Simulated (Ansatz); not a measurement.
# Cl2GaH: vertical and adiabatic energies of changing the electron count in Python

A script is to give vertical and adiabatic energies of changing the electron count; the system is Cl2GaH.

All numbers are computed with Ansatz 0.2.0, driven from Python. Level of theory: B3LYP/def2-SVP.

**1. Starting point**

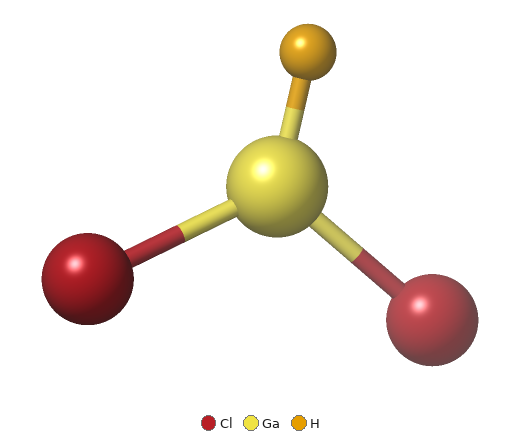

The structure that the script starts from, seen from a chosen angle (chlorine red, gallium yellow, hydrogen amber).

No structure file is read: the coordinates are typed or built in the script.

**2. The script**

Contents of run_adiabatic.py:

```python
"""Vertical and adiabatic ionisation of Cl2GaH."""

import logging
import sys
import warnings

import ansatz as az
import numpy as np

logging.basicConfig(stream=sys.stdout, format="%(name)s: %(message)s")
logger = logging.getLogger("run")
logger.setLevel(logging.INFO)

params = {
    "basis": "def2-SVP",
    "functional": "B3LYP",
    "net_charge": 1,
}

warnings.simplefilter("ignore", az.DeckWarning)

geometry_ang = [
    ("Cl", (-2.0908, -0.0886, -0.5927)),
    ("Ga", (0.1412, 0.1776, -0.0982)),
    ("Cl", (1.108, -1.5634, 0.843)),
    ("H", (0.8971, 1.4141, -0.1724)),
]
molecule = az.Crystal.molecule()
for symbol, xyz in geometry_ang:
    molecule = molecule.atom(symbol, xyz)

setup = molecule.calculation().basis(gaussian=params["basis"]).functional(params["functional"])
symbols = [site.symbol for site in molecule.cartesian_sites]
start = np.array([site.position_ang for site in molecule.cartesian_sites], dtype=float)
r = setup.relax(force_tolerance=0.01).run().report
end = np.array(r["positions_ang"])

minimum = az.Crystal.molecule()
for symbol, place in zip(symbols, end):
    minimum = minimum.atom(symbol, place.tolist())
ion = minimum.calculation()
ion = ion.basis(gaussian=params["basis"]).functional(params["functional"])
ion = ion.charge(params["net_charge"])
ion = ion.spin("collinear", total=1)
vertical = ion.run().report
settled = ion.relax(force_tolerance=0.01, max_steps=80).run().report
logger.info(f"vertical ionisation energy   {vertical['free_energy_ev'] - r['free_energy_ev']:.3f} eV")
logger.info(f"adiabatic, no zero point     {settled['free_energy_ev'] - r['free_energy_ev']:.3f} eV")
logger.info(f"relaxation energy of the ion {vertical['free_energy_ev'] - settled['free_energy_ev']:.3f} eV")
ionised = np.array(settled["positions_ang"])
logger.info("final positions (A) and the move of each atom")
for symbol, xyz, old in zip(symbols, ionised, end):
    logger.info(f"{symbol:2s} {xyz[0]:10.5f} {xyz[1]:10.5f} {xyz[2]:10.5f}   {np.linalg.norm(xyz - old):7.4f}")
```

**3. What the engine is handed**

The package turns the script's settings into the engine's input (first run):

```yaml
crystal:
  periodic: [false, false, false]
  atoms:
    - { symbol: Cl, position_ang: [-2.0908, -0.0886, -0.5927] }
    - { symbol: Ga, position_ang: [0.1412, 0.1776, -0.0982] }
    - { symbol: Cl, position_ang: [1.108, -1.5634, 0.843] }
    - { symbol: H, position_ang: [0.8971, 1.4141, -0.1724] }
basis:
  gaussian:
    orbitals: def2-SVP
hamiltonian:
  xc: b3lyp
relax:
  f_tol: 0.01
```

**4. Running it**

On the command line:

```console
$ python run_adiabatic.py
```

Standard output:

```text
run: vertical ionisation energy   11.164 eV
run: adiabatic, no zero point     11.071 eV
run: relaxation energy of the ion 0.093 eV
run: final positions (A) and the move of each atom
run: Cl   -1.88173    0.25918   -0.66147    0.3705
run: Ga    0.11731   -0.12265    0.06071    0.2814
run: Cl    1.28951   -1.62746    0.89860    0.2540
run: H     0.53042    1.43064   -0.31813    0.3475
```

It took 2.1 min on 1 thread of Arm Neoverse V1, shared host; peak memory 0.31 GiB.

**5. What changed from run to run**

The engine's inputs for the other runs:

Run 2, against run 1:

```diff
@@ -4,4 +4,4 @@
-    - { symbol: Cl, position_ang: [-2.0908, -0.0886, -0.5927] }
-    - { symbol: Ga, position_ang: [0.1412, 0.1776, -0.0982] }
-    - { symbol: Cl, position_ang: [1.108, -1.5634, 0.843] }
-    - { symbol: H, position_ang: [0.8971, 1.4141, -0.1724] }
+    - { symbol: Cl, position_ang: [-1.964348215044809, -0.09096171336470905, -0.5729303946272336] }
+    - { symbol: Ga, position_ang: [0.10423215309840012, 0.14364103630217456, -0.029364148100119475] }
+    - { symbol: Cl, position_ang: [1.0516246740094335, -1.5933036707817894, 0.8163069549696067] }
+    - { symbol: H, position_ang: [0.8639913879369753, 1.4803243478443242, -0.23431241224225366] }
@@ -13,2 +13,4 @@
-relax:
-  f_tol: 0.01
+magnetization:
+  spin_polarized: true
+  initial_magnetization: 1.0
+total_charge: 1.0
```

Run 3, against run 1:

```diff
@@ -4,4 +4,4 @@
-    - { symbol: Cl, position_ang: [-2.0908, -0.0886, -0.5927] }
-    - { symbol: Ga, position_ang: [0.1412, 0.1776, -0.0982] }
-    - { symbol: Cl, position_ang: [1.108, -1.5634, 0.843] }
-    - { symbol: H, position_ang: [0.8971, 1.4141, -0.1724] }
+    - { symbol: Cl, position_ang: [-1.964348215044809, -0.09096171336470905, -0.5729303946272336] }
+    - { symbol: Ga, position_ang: [0.10423215309840012, 0.14364103630217456, -0.029364148100119475] }
+    - { symbol: Cl, position_ang: [1.0516246740094335, -1.5933036707817894, 0.8163069549696067] }
+    - { symbol: H, position_ang: [0.8639913879369753, 1.4803243478443242, -0.23431241224225366] }
@@ -12,0 +13,4 @@
+magnetization:
+  spin_polarized: true
+  initial_magnetization: 1.0
+total_charge: 1.0
@@ -14,0 +19 @@
+  max_steps: 80
```

**6. The runs side by side**

The 3 runs, in the order started:

| run | kind of run | system | unpaired or total moment | energy (eV) | <S²> | SCF cycles in all | CPU time (s) |
| --- | --- | --- | --- | --- | --- | --- | --- |
| 1 | relaxation | Cl2GaH | not set | -77430.0000 | 0.00 | 54 | 14 |
| 2 | single point | Cl2GaH, charge +1 | 1 | -77418.8359 | 0.76 | 81 | 20 |
| 3 | relaxation | Cl2GaH, charge +1 | 1 | -77418.9294 | 0.76 | 232 | 93 |

Totals carry meaning only in balanced differences at one level of theory.

**7. Path of the relaxation of run 1**

Step by step:

```
step  energy from step 1 (eV)  largest force component (eV/Å)
   1                   0.0000                          2.3729
   2                  -0.2708                          0.5271
   3                  -0.2786                          0.0732
   4                  -0.2804                          0.0107
   5                  -0.2804                          0.0007
```

Step 1 is the start.

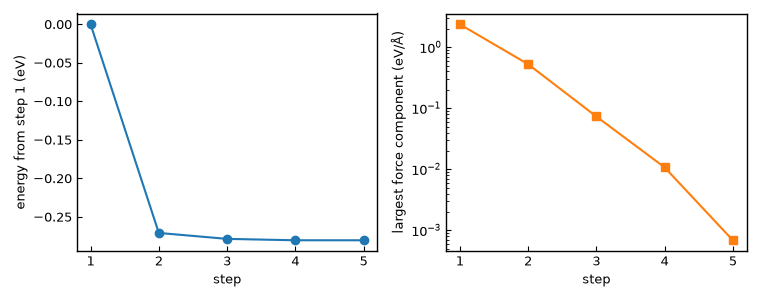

Energy and largest force along the relaxation.

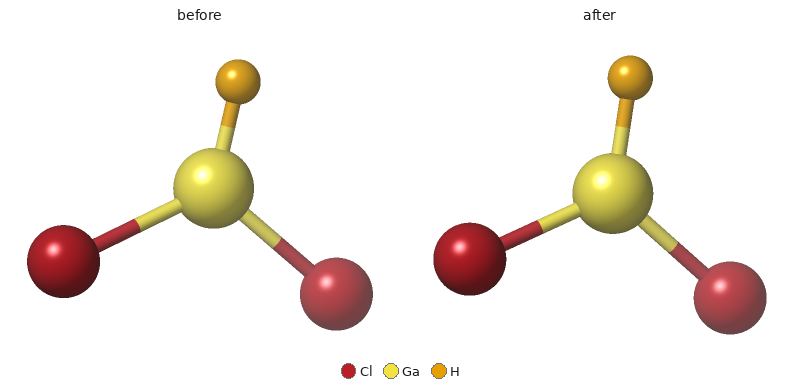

Before and after, at one scale.

Before: Bond lengths: Cl1–Ga2 2.302 Å, Ga2–Cl3 2.203 Å, Ga2–H4 1.451 Å. Angles: Cl1–Ga2–Cl3 115.2°, Cl1–Ga2–H4 126.4°, Cl3–Ga2–H4 117.8°.

After: Bond lengths: Cl1–Ga2 2.152 Å, Ga2–Cl3 2.152 Å, Ga2–H4 1.551 Å. Angles: Cl1–Ga2–Cl3 115.8°, Cl1–Ga2–H4 122.1°, Cl3–Ga2–H4 122.1°.

**8. How the relaxation of run 3 went**

Step by step:

```
step  energy from step 1 (eV)  largest force component (eV/Å)
   1                   0.0000                          0.3992
   2                  -0.0470                          0.4553
   3                  -0.0638                          0.3284
   4                  -0.0817                          0.2671
   5                  -0.0891                          0.0172
   6                  -0.0891                          0.0030
   7                  -0.0892                          0.0161
   8                  -0.0892                          0.0050
   9                  -0.0893                          0.0053
  10                  -0.0913                          0.0747
  11                  -0.0917                          0.0575
  12                  -0.0837                          0.2300
  13                  -0.0907                          0.0685
  14                  -0.0930                          0.0639
  15                  -0.0934                          0.0179
  16                  -0.0934                          0.0041
```

Step 1 is the start. Steps 12, 13 were tried and not accepted.

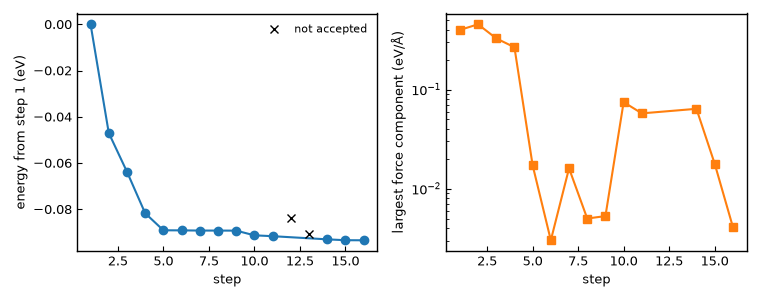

Energy and largest force along the relaxation.

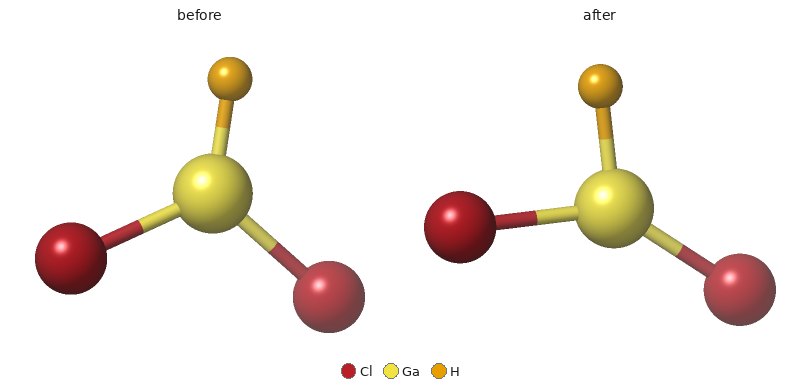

Before and after, at one scale.

Before: Bond lengths: Cl1–Ga2 2.152 Å, Ga2–Cl3 2.152 Å, Ga2–H4 1.551 Å. Angles: Cl1–Ga2–Cl3 115.8°, Cl1–Ga2–H4 122.1°, Cl3–Ga2–H4 122.1°.

After: Bond lengths: Cl1–Ga2 2.160 Å, Ga2–Cl3 2.083 Å, Ga2–H4 1.651 Å. Angles: Cl1–Ga2–Cl3 141.5°, Cl1–Ga2–H4 89.3°, Cl3–Ga2–H4 129.1°.

**9. Outcome**

| quantity | value |
| --- | --- |
| vertical ionisation energy | 11.164 eV |
| adiabatic ionisation energy, no zero point | 11.071 eV |
| runs compared | 3 |

The ionisation energy is a difference of two total energies at the neutral geometry; letting the ion relax lowers it by 0.09 eV. The dearest, run 3, took some 6.8 times as long as run 1. Run 1: The relaxation took 4 moves; the largest shift is 0.128 Å, of atom 1 (Cl). Run 3: After 13 moves the largest shift is 0.370 Å, of atom 1 (Cl). The energies are electronic: no zero-point or thermal terms, and the basis set is short of its limit. The product may relax into another structure. Each relaxation finds its nearest minimum, which needn't be the lowest. b3lyp holds the VWN-RPA fit, as in Gaussian; the form of ORCA and Turbomole is b3lyp5.
